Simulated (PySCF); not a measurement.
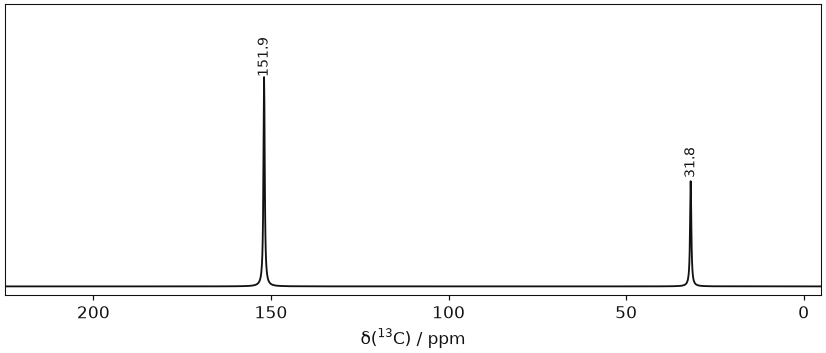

GIAO shifts, ωB97X-D/pcSseg-2 with PySCF 2.14.0, at a PBE0-D3(BJ)/def2-SVP geometry (no frequency check), against TMS for ¹³C computed at the same level. Gas phase, fully decoupled, line heights follow the number of nuclei, widths are arbitrary (no quadrupolar broadening); values of one conformer, averaged over methyl-type rotors and exact or near symmetry.

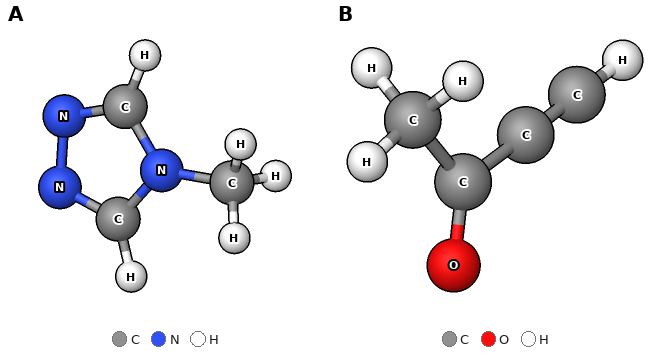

> Which structure fits the spectrum? Choose among the lettered structures.

Structure A, C₃H₅N₃, SMILES Cn1cnnc1. Its ¹³C signals: 151.9 (2 C), 31.8 (1 C) ppm.
